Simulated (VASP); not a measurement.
Band structure of KF (rock salt). These are PBE GGA, VASP's PBE PAW potentials (set 64) (plane waves; VASP) values and carry that method's errors.

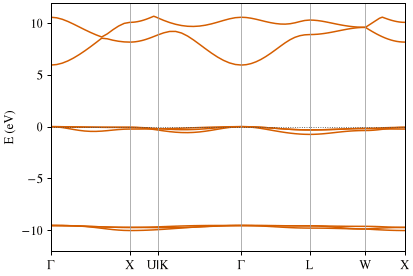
Bands along high-symmetry lines, zero at the valence-band maximum or, without a gap, the Fermi level

Read the plot: is there a gap, and where are the band edges?

The gap is direct, 5.95 eV, from the valence maximum at Γ to the conduction minimum at Γ. (Edges off the drawn lines would not show.)

Measured: gap 10.90 eV (computed value off by -4.95 eV), as given by David Koller et al., Journal of Physics Condensed Matter (2013), arXiv:1304.4470.

The compound is KF in the rock salt structure. It was relaxed first.
